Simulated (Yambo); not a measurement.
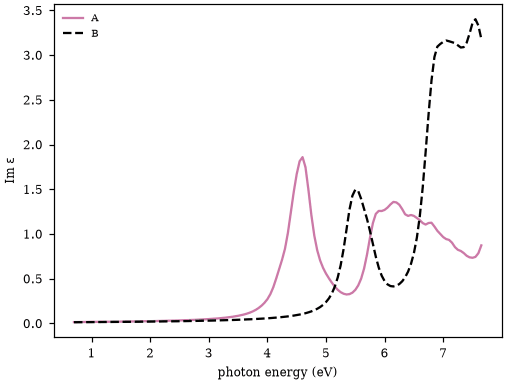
Figure. Two computed absorption spectra of MgPdF$_{6}$ (space group R-3, No. 148) (Yambo, PBEsol bands with the same scissor, field along x)

Axes are Cartesian, with cell vectors (Å) (2.47, 1.42, 4.51), (-2.47, 1.42, 4.51), (0.00, -2.85, 4.51).

Question: Which curve includes the electron-hole attraction (BSE), and where are its main peaks?

Answer: Curve A: the attraction moves weight to lower energy (centre of the plotted range 5.7 eV against 6.7 eV). Its peaks lie at 4.6 eV, 6.2 eV. Settings: 4×4×4 mesh, 21 valence and 3 conduction bands, static screening with 69 bands and a 3 Ry block, scissor 3.19 eV, Tamm-Dancoff. The scissor comes from a G0W0 run whose convergence isn't established. Broadening 0.15 eV. The band window holds all transitions up to 13.0 eV. Fine structure above the onset can come from the mesh.

Spin-orbit coupling is not included.

Geometry of the Materials Project entry, not relaxed at this level; primitive cell a = b = c = 5.3335 Å, α = β = γ = 55.07°.
